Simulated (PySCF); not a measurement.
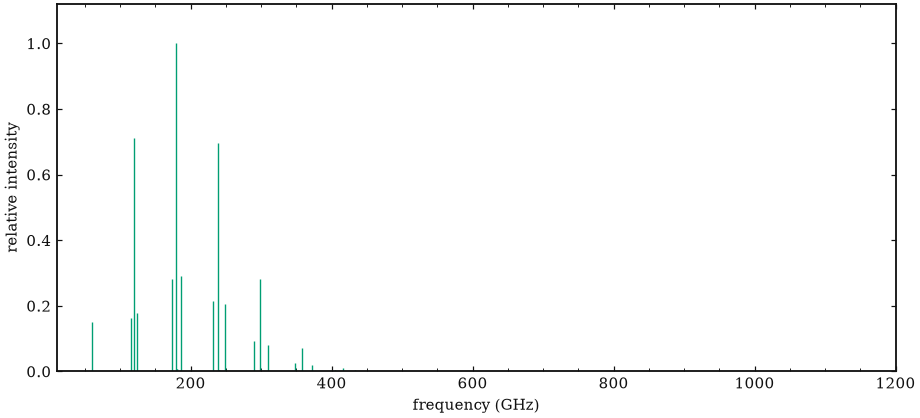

Simulated rotational absorption lines between 10 and 1200 GHz at 8 K: rigid rotor with the equilibrium constants and dipole of one optimised conformer (PBE0-D3(BJ)/def2-SVP, PySCF), commonest isotopes; no centrifugal distortion, hyperfine structure, internal rotation or nuclear-spin weights; lines within 1 MHz of each other are summed.

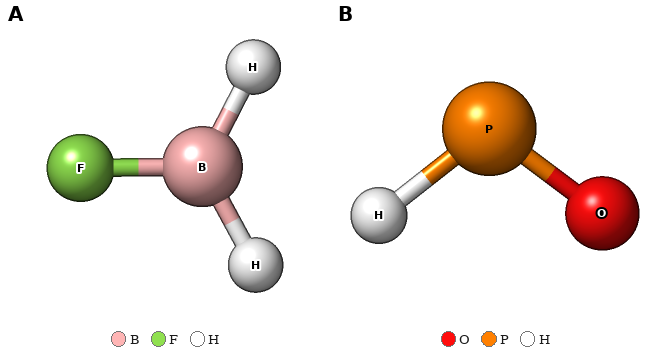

Question: Which molecule gives this spectrum? Choose among the lettered structures.

Answer: Structure A, BH₂F, SMILES BF. Rotational constants A, B, C = 219.1, 32.06, 27.97 GHz, |μa|, |μb|, |μc| = 0.58, 0.00, 0.00 D.

Caveats: coarse grid, loose stop and no frequency check, small forces are noise and the end may be a saddle.
